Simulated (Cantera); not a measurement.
Feed: 1 mol Si, a varied amount of HF, held at 850 °C and 5.70 Pa.

Cantera equilibrium calculation (NASA polynomials, part measured and part estimated; ideal gas, pure solids and liquids). Candidate condensed phases: Si; 25 gas species. The tables' values for SiF3, SiF2 are old estimates; treat these amounts as uncertain. Rates play no part.

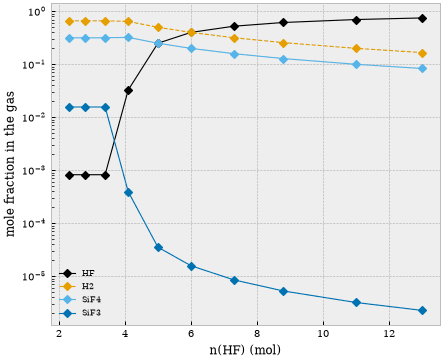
Figure. Equilibrium gas composition (values under 1e-9 drawn at 1e-9)

From 2.3 mol HF to 3.4 mol HF the condensed part is Si(s). From 4.1 mol HF to 13 mol HF nothing is condensed. The main Si-bearing gas is SiF4 throughout.
